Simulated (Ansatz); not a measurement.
## Run report: TaH3ClOF3, nudged elastic band

The run: nudged elastic band of TaH3ClOF3. Method and program: RHF/def2-SVP (Ansatz 0.2.0).

The run did not end well. One setting was made poor on purpose. It belongs to a series of runs on one base structure; here: band between the two ends.

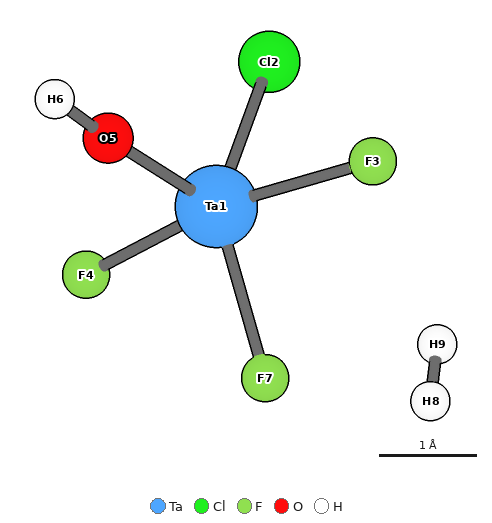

Figure 1. The starting structure (ball-and-stick view, seen at a tilt; atoms are numbered from 1 in the order of the input). Sticks mark near contacts. Bond lengths as drawn: Cl–Ta 2.33 Å, F–Ta 1.86 to 1.88 Å, H–H 0.75 Å, H–O 0.94 Å and O–Ta 1.83 Å.

What the run reported

```tsv
quantity	value
outcome	not converged
barrier, forward (band not converged)	2.480 eV
barrier, backward	1.397 eV
hardware	2 threads of Intel Xeon (Granite Rapids), 32 GiB of memory available, shared host
wall time	40 s (CPU time 75 s)
peak memory	0.29 GiB
```

Diagnosis

The run did not converge: “NEB band did not converge after 3 iterations: max|band force component| = 2.02e0 eV/Å (threshold 5.0e-2); raise `neb.max_iterations` in a new run, which can start from the last band evaluated (`neb.initial_path`, with `crystal.atoms` and `neb.final_atoms` set to its first and last images), add images, or start from endpoints closer to local minima …” Its last values are not results. A deliberately poor setting: few iterations.

Input
```yaml
crystal:
  periodic: [false, false, false]
  atoms:
    - { symbol: Ta, position_ang: [-0.091832, 0.330585, 0.244563] }
    - { symbol: Cl, position_ang: [2.188756, 0.801657, 0.344216] }
    - { symbol: F, position_ang: [-0.115202, 0.315709, 2.127595] }
    - { symbol: F, position_ang: [0.119837, -0.057279, -1.585756] }
    - { symbol: O, position_ang: [-1.137686, 1.8131, 0.03014] }
    - { symbol: H, position_ang: [-1.651815, 2.599974, -0.04908] }
    - { symbol: F, position_ang: [-1.022169, -1.281994, 0.347951] }
    - { symbol: H, position_ang: [1.369288, -2.993938, 0.679826] }
    - { symbol: H, position_ang: [2.046223, -2.678613, 0.689744] }
basis:
  gaussian: { orbitals: def2-SVP }
hamiltonian:
  xc: hf
neb:
  order_check: false
  images: 7
  f_tol: 0.05
  max_iterations: 3
  final_atoms:
    - { symbol: Ta, position_ang: [-0.84630766, -0.44151925, 0.28305099] }
    - { symbol: Cl, position_ang: [3.45108475, 0.47990594, 0.44974006] }
    - { symbol: F, position_ang: [-0.91853885, -0.51016092, 2.16608454] }
    - { symbol: F, position_ang: [-0.64875629, -0.87743867, -1.54096342] }
    - { symbol: O, position_ang: [-0.39201893, 1.33880899, 0.13978191] }
    - { symbol: H, position_ang: [-0.29997871, 2.27229491, 0.05113561] }
    - { symbol: F, position_ang: [-2.57426863, -1.15776989, 0.22829798] }
    - { symbol: H, position_ang: [0.54903179, -1.46958288, 0.48651485] }
    - { symbol: H, position_ang: [3.38515252, -0.78533723, 0.56555648] }
  initial_path:
    images:
      - { positions_ang: [[-0.091832, 0.330585, 0.244563], [2.188756, 0.801657, 0.344216], [-0.115202, 0.315709, 2.127595], [0.119837, -0.057279, -1.585756], [-1.137686, 1.8131, 0.03014], [-1.651815, 2.599974, -0.04908], [-1.022169, -1.281994, 0.347951], [1.369288, -2.993938, 0.679826], [2.046223, -2.678613, 0.689744]] }
      - { positions_ang: [[-0.06532686, 0.24847851, 0.18160648], [2.3494257, 0.60094155, 0.28748334], [-0.10416766, 0.23435087, 2.07590036], [0.11473819, -0.03944885, -1.67315265], [-1.10156857, 1.79798235, 0.01235021], [-1.61575334, 2.41554449, 0.16848836], [-1.00447834, -1.37850975, 0.2459003], [1.18379354, -2.66841147, 0.77781058], [1.94873734, -2.36172671, 0.75281203]] }
      - { positions_ang: [[-0.03882172, 0.16637202, 0.11864996], [2.5100954, 0.40022611, 0.23075067], [-0.09313332, 0.15299274, 2.02420573], [0.10963938, -0.0216187, -1.76054931], [-1.06545113, 1.78286471, -0.00543958], [-1.57969167, 2.23111498, 0.38605672], [-0.98678768, -1.4750255, 0.14384959], [0.99829908, -2.34288494, 0.87579515], [1.85125167, -2.04484042, 0.81588006]] }
      - { positions_ang: [[-0.01231658, 0.08426553, 0.05569344], [2.6707651, 0.19951066, 0.17401801], [-0.08209898, 0.07163461, 1.97251109], [0.10454057, -0.00378855, -1.84794596], [-1.0293337, 1.76774706, -0.02322937], [-1.54363001, 2.04668547, 0.60362508], [-0.96909702, -1.57154124, 0.04179889], [0.81280462, -2.0173584, 0.97377973], [1.75376601, -1.72795414, 0.8789481]] }
      - { positions_ang: [[0.01418856, 0.00215904, -0.00726308], [2.8314348, -0.00120479, 0.11728535], [-0.07106464, -0.00972352, 1.92081645], [0.09944175, 0.01404161, -1.93534262], [-0.99321627, 1.75262942, -0.04101916], [-1.50756835, 1.86225595, 0.82119345], [-0.95140636, -1.66805699, -0.06025182], [0.62731016, -1.69183187, 1.07176431], [1.65628034, -1.41106785, 0.94201613]] }
      - { positions_ang: [[-0.2009355, -0.10876053, 0.06531544], [2.98634729, 0.11907289, 0.20039903], [-0.28293319, -0.13483287, 1.98213348], [-0.08760776, -0.20882846, -1.83674782], [-0.84291693, 1.64917431, 0.00418111], [-1.20567094, 1.96476569, 0.62867899], [-1.35712193, -1.54048522, 0.01188563], [0.60774057, -1.63626962, 0.92545194], [2.08849839, -1.25463519, 0.84790122]] }
      - { positions_ang: [[-0.41605955, -0.2196801, 0.13789395], [3.14125978, 0.23935058, 0.2835127], [-0.49480175, -0.25994222, 2.0434505], [-0.27465727, -0.43169853, -1.73815302], [-0.6926176, 1.5457192, 0.04938138], [-0.90377353, 2.06727543, 0.43616453], [-1.7628375, -1.41291344, 0.08402308], [0.58817098, -1.58070737, 0.77913958], [2.52071643, -1.09820254, 0.75378631]] }
      - { positions_ang: [[-0.63118361, -0.33059968, 0.21047247], [3.29617226, 0.35962826, 0.36662638], [-0.7066703, -0.38505157, 2.10476752], [-0.46170678, -0.6545686, -1.63955822], [-0.54231826, 1.4422641, 0.09458164], [-0.60187612, 2.16978517, 0.24365007], [-2.16855307, -1.28534166, 0.15616053], [0.56860139, -1.52514512, 0.63282722], [2.95293447, -0.94176988, 0.6596714]] }
      - { positions_ang: [[-0.84630766, -0.44151925, 0.28305099], [3.45108475, 0.47990594, 0.44974006], [-0.91853885, -0.51016092, 2.16608454], [-0.64875629, -0.87743867, -1.54096342], [-0.39201893, 1.33880899, 0.13978191], [-0.29997871, 2.27229491, 0.05113561], [-2.57426863, -1.15776989, 0.22829798], [0.54903179, -1.46958288, 0.48651485], [3.38515252, -0.78533723, 0.56555648]] }
```

Command:
```bash
ansatz run input.yaml --threads 2 --pin off --max-ram 3072MiB --backend cpu --events-out ev --progress --plain --runs-dir out
```

Output
```
Engine: ansatz 0.2.0, x86_64-unknown-linux-gnu
Functional definition: HF
  exchange = exact_x
  correlation = 0
1237 factors; integrals over basis functions are off by at most 3.8e-4 eV
mean field evaluation 1: about -24228.0004 eV, gradient 6.3e1 eV
mean field evaluation 2: about -24228.1569 eV, gradient 6.3e1 eV
mean field evaluation 4: about -24235.4773 eV, gradient 2.6e0 eV
mean field evaluation 8: about -24235.5337 eV, gradient 2.7e-1 eV
mean field -24235.53405870 eV, -890.6394492222 hartree, gradient 8.4e-6 eV, S^2 0.000000; 0 other end points of the search recorded, 0 dependent functions left out
the calculation of the forces begins
reference -24235.53405870 eV, -890.6394492222 hartree; 34, 34 occupied and 87, 87 virtual orbitals, 1237 factors
1241 factors; integrals over basis functions are off by at most 1.0e-3 eV
mean field evaluation 16: about -24227.0896 eV, gradient 6.2e1 eV
mean field -24234.45132278 eV, -890.5996594110 hartree, gradient 2.2e-5 eV, S^2 0.000000; 0 other end points of the search recorded, 0 dependent functions left out
[... from here on the field's lines of each further geometry are left out, up to the last ...]
NEB iter   1: max|band force component| = 3.392e1 eV/Å  barrier→ = 7.5501 eV  barrier← = 6.4674 eV  Δτ_max = 0.2000 Å  (362 SCF iters)
NEB iter   2: max|band force component| = 5.047e0 eV/Å  barrier→ = 3.1199 eV  barrier← = 2.0372 eV  Δτ_max = 0.2000 Å  (301 SCF iters)
the calculation of the forces begins
reference -24233.94341835 eV, -890.5809942675 hartree; 34, 34 occupied and 87, 87 virtual orbitals, 1241 factors
these checks for a lower state are left out or cut short: starts, cluster_reference, orbital_swaps, neighbouring_geometries, increment
1241 factors; integrals over basis functions are off by at most 9.7e-4 eV
mean field -24234.36733027 eV, -890.5965727431 hartree, gradient 1.6e-5 eV, S^2 0.000000; 0 other end points of the search recorded, 0 dependent functions left out
the calculation of the forces begins
reference -24234.36733027 eV, -890.5965727431 hartree; 34, 34 occupied and 87, 87 virtual orbitals, 1241 factors
NEB iter   3: max|band force component| = 2.020e0 eV/Å  barrier→ = 2.4802 eV  barrier← = 1.3975 eV  Δτ_max = 0.2000 Å  (276 SCF iters)
```

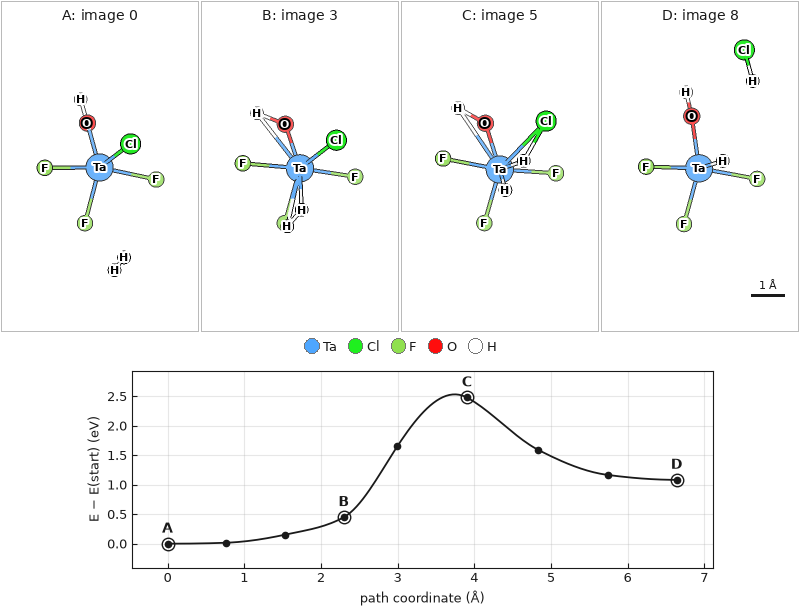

Figure 2. Images of the last band (counted from 0; ball-and-stick, seen at a tilt) above the energy along the path; the line is a cubic interpolation that uses the forces. The highest image is number 5, 2.480 eV above the start and 1.397 eV above the end; the end lies 1.083 eV above the start. The path is 6.64 Å long. The band had not converged after 3 iterations.

```
Unfinished report: {"positions_ang":[[-0.20023417445190286,-0.2998363777385197,0.11070385580620419],[2.7707956814569616,0.0389157949361633,0.239977449106228],[-0.4586486945056941,-0.05127278369334423,1.9763327376904778],[0.10131326889979701,-0.32691627657953815,-1.7397596954333288],[-0.7732415826500513,1.5011292187989416,0.014672895278775293],[-1.0487263299676393,2.0357599390120034,0.7525498353758916],[-1.5884667041157197,-1.485276333227678,-0.02681448599893975],[0.9688673249979369,-1.5743495828481684,0.8231721038767972],[1.9337412103363114,-0.9889525986598602,0.6783643242978942]],"unchecked":["starts","cluster_reference","orbital_swaps","neighbouring_geometries","increment"],"mean_field":{"relativity":"none","state":{"energy":{"ev":-24233.053845885133,"hartree":-890.548303082428},"converged":true,"gradient_ev":0.00002114916477796205,"stability":{"kind":"minimum","curvature_ev":33.614740470923195},"curvature_floor_ev":0.00030000000000000003,"spin_squared":-2.842170943040401e-14},"others":[],"fillings":{"estimated":0,"unestimated":0,"tried":0,"untried":0,"excluded_magnetic_sites":0},"n_dropped_functions":0,"n_trapped_functions":0,"passes":{"evaluations":5,"products":34},"factors":{"origin":"Cholesky decomposition","count":1240,"bound_ev":0.0009753505087135621},"gradient_stop_ev":0.00009,"reference_kind":"stationary","symmetry":{"irreps":["A"],"axes":[[0.9996853680343204,0.01711050446054299,0.018341089803801527],[-0.01771743449244389,0.9992831336844786,0.03345610928865864],[-0.017755490787115216,-0.03377053998434804,0.9992718815097693]],"occupied":[{"A":34},{"A":34}]},"held":{"pivots":1237,"left_out":0,"joined":3},"density_repulsion":{"missed_ev":0.00002165510593785955,"excess_ev":4.9501218471439643e-8,"most_excess_ev":0.0001836,"are_drawn_again":false,"n_first_factors":1240,"energy_change_ev":0.0,"n_dropped_ends":0}},"factors":{"origin":"Cholesky decomposition","count":1240,"bound_ev":0.0009753505087135621},"n_frozen":0,"n_occupied":[34,34],"n_virtual":[87,87],"reference":{"ev":-24233.053845885133,"hartree":-890.548303082428},"total":{"ev":-24233.053845885133,"hartree":-890.548303082428},"forces_ev_per_angstrom":[[-0.18526127424018232,0.10157305465058077,0.16705850099496192],[-0.3383459030628463,0.3384019652191638,0.015789385445607484],[0.15633296688381984,-0.08209121928909095,-0.03833198633023306],[0.3882834803323712,-0.2734973482939355,0.22361725362172033],[0.12060782500967936,-0.1621597602652062,0.2851434447158941],[0.1582604812497118,0.05284610700439889,-0.22683438218500582],[-0.37225498417189373,-0.007850254065467115,-0.03565649760165391],[-0.6334099662678465,-0.19661824858367116,-0.2602097668875383],[0.7057873742695802,0.22939570362466558,-0.13057595177194736]],"charge_distribution":{"dipole_moment_e_ang":[-0.03374417503310283,0.13370060053731003,0.2167771203967547],"mulliken_charges_e":[2.059214572190621,-0.26350189611759234,-0.51315717709927,-0.47917362416805354,-0.5553259945273634,0.2611142599269556,-0.4231245574134537,-0.3406895580175784,0.25464397522571913],"lowdin_charges_e":[-0.09334565207586465,0.17136593459190053,-0.06978536803159585,-0.038246006408327204,0.08850666549333397,0.015472644791208467,0.014331652120960214,-0.1039554071117823,0.01565553663015362]},"n_threads":2,"memory_gib":2.556818182580173,"seconds":{"hamiltonian":1.825520649,"orbitals":0.0,"second_order":0.0,"solver_start":0.0,"cycles":0.0,"cycle":0.0,"perturbative":0.0,"full_ci_increment":0.0,"forces":0.0}}
this run last wrote the band of iteration 3 to [file]
Error: NEB band did not converge after 3 iterations: max|band force component| = 2.02e0 eV/Å (threshold 5.0e-2); raise `neb.max_iterations` in a new run, which can start from the last band evaluated (`neb.initial_path`, with `crystal.atoms` and `neb.final_atoms` set to its first and last images), add images, or start from endpoints closer to local minima. Where this run's directory can be resumed (`checkpoint.write`), a resume goes on for up to `neb.max_iterations` more; to start a new run from the last band, take its images' positions from the `neb_iteration` event of iteration 3 (`data.images[].positions_ang`), in the event stream of the run that computed that iteration (not this run's, if it was resumed behind it). With `checkpoint.write`, `steps/00-neb/state/checkpoint.json` in the run directory holds the last saved band, under `neb.evaluated.images[].positions_ang` (a band under a hybrid functional on support functions is neither saved nor resumed: `neb.initial_path` says where its path is): check the last entry of `neb.iterations` there, which is earlier than 3 if that iteration was not saved or its write failed. If the band's step has no `state` directory and holds `state.next`, a write was cut short, and the file is under `state.next` instead (behind a loss of power it can be under `state.prev`)
this run wrote the band of iteration 3 to [file] as well, whether or not its events were kept: a new run's `neb.initial_path` can list its `images[].positions_ang`
a run's events are kept only if it was started with --events-out <file>, and are in that file
```

The last band as extended XYZ (Å, eV, eV/Å)
```
9
Properties=species:S:1:pos:R:3:forces:R:3 image=0 energy=-24235.53406
Ta   -0.0918    0.3306    0.2446   -0.0124  -0.0101   0.0019
Cl    2.1888    0.8017    0.3442    0.0046   0.0033  -0.0044
F    -0.1152    0.3157    2.1276   -0.0020   0.0013   0.0015
F     0.1198   -0.0573   -1.5858    0.0046   0.0024  -0.0019
O    -1.1377    1.8131    0.0301    0.0228   0.0044   0.0040
H    -1.6518    2.6000   -0.0491   -0.0169   0.0033  -0.0028
F    -1.0222   -1.2820    0.3480   -0.0011  -0.0026   0.0017
H     1.3693   -2.9939    0.6798   -0.0018  -0.0017  -0.0001
H     2.0462   -2.6786    0.6897    0.0021  -0.0005   0.0002
9
Properties=species:S:1:pos:R:3:forces:R:3 image=1 energy=-24235.51748
Ta   -0.0376    0.2741    0.1050    0.0177   0.0925   0.0558
Cl    2.2573    0.7266    0.1685   -0.1859  -0.0350   0.0345
F    -0.0524    0.1514    1.9878    0.0753  -0.0159  -0.0842
F     0.1013    0.0351   -1.7587   -0.0201   0.0144   0.0909
O    -1.0753    1.7831    0.0488    0.1239  -0.1884  -0.1118
H    -1.6606    2.4806    0.2906   -0.0734   0.1196   0.0324
F    -0.9728   -1.3404    0.1234    0.0369   0.0562  -0.0154
H     1.2281   -2.7812    0.9397    0.2211   0.0670  -0.0081
H     1.9174   -2.4801    0.9239   -0.1954  -0.1103   0.0058
9
Properties=species:S:1:pos:R:3:forces:R:3 image=2 energy=-24235.37977
Ta    0.0279    0.1629    0.0542    0.2244   0.4827   0.0569
Cl    2.3661    0.5764    0.1154   -0.6410  -0.0427   0.0611
F    -0.0467    0.1074    1.9381    0.1161  -0.0585  -0.0262
F     0.1578   -0.0078   -1.8117   -0.0212  -0.0620   0.0222
O    -0.9907    1.7044    0.0043    0.4998  -0.6027  -0.4487
H    -1.5692    2.2259    0.5256   -0.3378   0.4028   0.3433
F    -1.0020   -1.3910    0.0531    0.0310   0.0740  -0.0327
H     1.0841   -2.5137    1.0211    0.9562   0.7927  -0.1778
H     1.6780   -2.0153    0.9290   -0.8274  -0.9863   0.2020
9
Properties=species:S:1:pos:R:3:forces:R:3 image=3 energy=-24235.08391
Ta    0.0678    0.0280    0.0519    0.0352   0.8723  -0.2578
Cl    2.4274    0.4129    0.0817   -0.5634   0.3240   0.1049
F    -0.1660    0.0619    1.9219    0.1844   0.0043   0.2329
F     0.1982   -0.0917   -1.8093   -0.0495  -0.0678  -0.1622
O    -0.9191    1.6238   -0.0256    0.8457  -1.0491  -0.6917
H    -1.3629    1.9957    0.7088   -0.4590   0.5330   0.6462
F    -1.0732   -1.4481   -0.0168    0.0336   0.0077   0.0300
H     0.9291   -2.0633    1.0260    1.3620   0.5289  -0.2469
H     1.6042   -1.6701    0.8907   -1.3890  -1.1532   0.3445
9
Properties=species:S:1:pos:R:3:forces:R:3 image=4 energy=-24233.88120
Ta    0.0404   -0.0631    0.0711   -0.0025   1.0976  -0.5755
Cl    2.6113    0.0987    0.1132   -1.1330   1.3276  -0.3447
F    -0.3456    0.0335    1.9248    0.3019   0.0474  -0.0043
F     0.2149   -0.1593   -1.7860   -0.0104   0.1517   0.0754
O    -0.9267    1.6182   -0.0070    0.7297  -1.6363   1.0797
H    -1.3095    1.9032    0.8384    0.3332  -0.0601  -1.0842
F    -1.1063   -1.5509   -0.0804    0.3820   0.8562   0.1502
H     0.9038   -1.7013    0.9603    1.2982  -0.2225   0.0516
H     1.6232   -1.3299    0.7947   -1.8990  -1.5616   0.6519
9
Properties=species:S:1:pos:R:3:forces:R:3 image=5 energy=-24233.05385
Ta   -0.2002   -0.2998    0.1107   -0.1853   0.1016   0.1671
Cl    2.7708    0.0389    0.2400   -0.3383   0.3384   0.0158
F    -0.4586   -0.0513    1.9763    0.1563  -0.0821  -0.0383
F     0.1013   -0.3269   -1.7398    0.3883  -0.2735   0.2236
O    -0.7732    1.5011    0.0147    0.1206  -0.1622   0.2851
H    -1.0487    2.0358    0.7526    0.1583   0.0528  -0.2268
F    -1.5885   -1.4853   -0.0268   -0.3723  -0.0078  -0.0357
H     0.9689   -1.5743    0.8232   -0.6334  -0.1966  -0.2602
H     1.9337   -0.9890    0.6784    0.7058   0.2294  -0.1306
9
Properties=species:S:1:pos:R:3:forces:R:3 image=6 energy=-24233.94342
Ta   -0.4673   -0.4177    0.1743   -0.1686   0.5064   0.1764
Cl    3.0182    0.1528    0.2902    0.1467   0.2052   0.0123
F    -0.6085   -0.1306    2.0423    0.0835  -0.4729   0.0312
F    -0.0942   -0.5432   -1.6655    0.2011  -0.2733   0.2422
O    -0.6085    1.4472    0.0502    0.5910  -1.5157  -1.4956
H    -0.8157    2.1685    0.5749   -0.2940   1.5742   1.2321
F    -2.0162   -1.3901    0.0767   -0.5154  -0.3013  -0.0040
H     0.8748   -1.5318    0.6014   -0.4522   0.2480  -0.2085
H     2.4227   -0.9058    0.6849    0.4079   0.0295   0.0139
9
Properties=species:S:1:pos:R:3:forces:R:3 image=7 energy=-24234.36733
Ta   -0.6832   -0.4266    0.2432   -0.0733  -0.0318   0.0670
Cl    3.2756    0.3001    0.2921   -0.0405  -0.1143   0.0524
F    -0.7842   -0.3784    2.1296   -0.0630  -0.1048  -0.0371
F    -0.3062   -0.7384   -1.5785   -0.0125  -0.1099   0.1098
O    -0.4975    1.4102    0.1163    0.0392   0.8061   0.1100
H    -0.5513    2.3464    0.3005    0.0945  -0.7784  -0.1380
F    -2.3049   -1.3248    0.1328   -0.1364  -0.0009  -0.0164
H     0.6866   -1.4763    0.5640    0.0567   0.2026  -0.1060
H     2.8706   -0.8631    0.6292    0.1354   0.1314  -0.0418
9
Properties=species:S:1:pos:R:3:forces:R:3 image=8 energy=-24234.45132
Ta   -0.8463   -0.4415    0.2831    0.0153   0.0138  -0.0007
Cl    3.4511    0.4799    0.4497    0.0003   0.0026  -0.0001
F    -0.9185   -0.5102    2.1661    0.0013  -0.0012  -0.0119
F    -0.6488   -0.8774   -1.5410   -0.0007   0.0006   0.0126
O    -0.3920    1.3388    0.1398   -0.0091  -0.0096   0.0009
H    -0.3000    2.2723    0.0511    0.0024  -0.0019   0.0002
F    -2.5743   -1.1578    0.2283   -0.0051  -0.0043  -0.0005
H     0.5490   -1.4696    0.4865   -0.0042   0.0050  -0.0009
H     3.3852   -0.7853    0.5656   -0.0001  -0.0051   0.0002
```
